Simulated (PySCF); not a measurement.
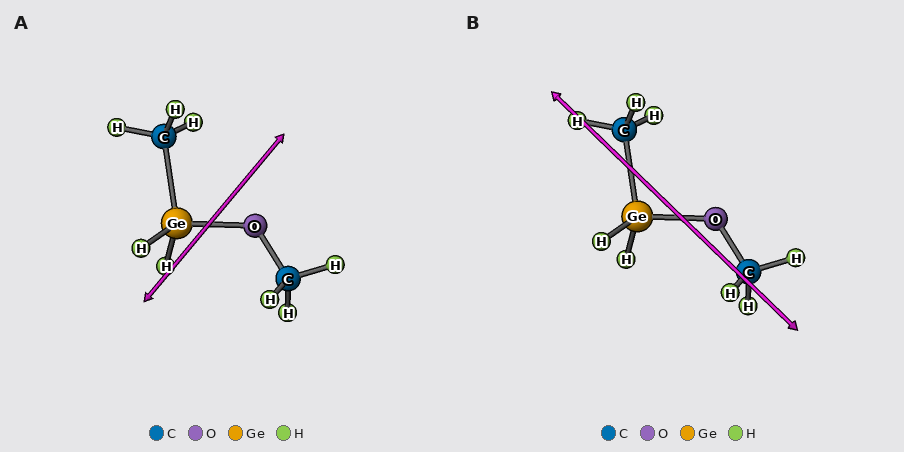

The double arrows show the directions of two transition dipoles from the ground state (lengths mean nothing). The computed structure is the end point of a GFN2-xTB optimisation. No frequency run is at hand to confirm it as a minimum. Method: TDDFT B3LYP/def2-SVPD, vertical, gas phase, core orbitals frozen in the response (PySCF 2.14.0).

### One belongs to singlet state 4 and one to singlet state 7. Which is which?

A: state 7, 7.84 eV (158 nm), oscillator strength 0.089, mainly HOMO−1 → LUMO+2 (weight 0.91).
B: state 4, 7.23 eV (172 nm), oscillator strength 0.039, mainly HOMO−1 → LUMO (weight 0.88).

The geometry is semi-empirical. Around Ge such bond lengths and angles can be off by a tenth of an ångström or more and by several degrees, and values that hang on the shape move with them.
